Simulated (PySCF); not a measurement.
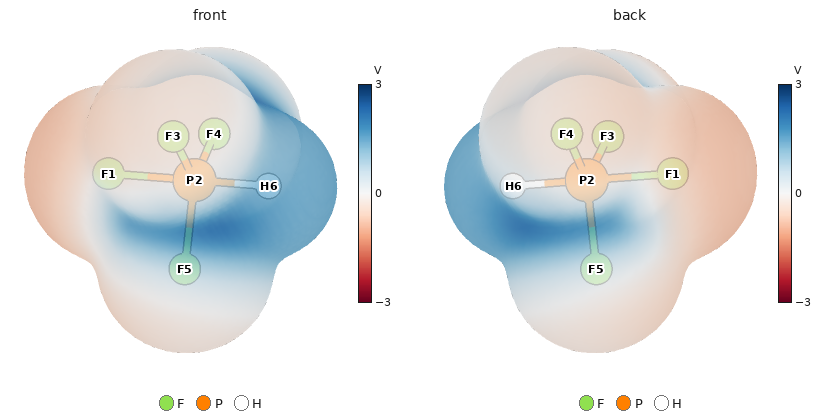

Figure. F4HP. The molecular electrostatic potential painted on the density surface at 0.002 e/bohr³, seen from the front and from behind; red is negative and blue positive.

Geometry: GFN2-xTB.

Theory: PBE0/pcSseg-1, SCF density, gas phase, non-relativistic (PySCF 2.14.0).

```xyz
6

F     1.4338    0.4843   -0.2169
P    -0.0666   -0.0226    0.0058
F    -0.5533    1.4174   -0.4928
F     0.3068   -0.2381    1.5456
F     0.2416   -1.1784   -1.0572
H    -1.3592   -0.4606    0.1939
```

> Which sites attract a positive test charge, and which a negative one?

A positive charge is drawn to the negative regions and a negative charge to the positive ones. The most negative region (about −0.8 V) lies over F1, the most positive (about +2.2 V) over P2.

> How polar is the molecule by this calculation?

Its dipole moment is 2.05 D.
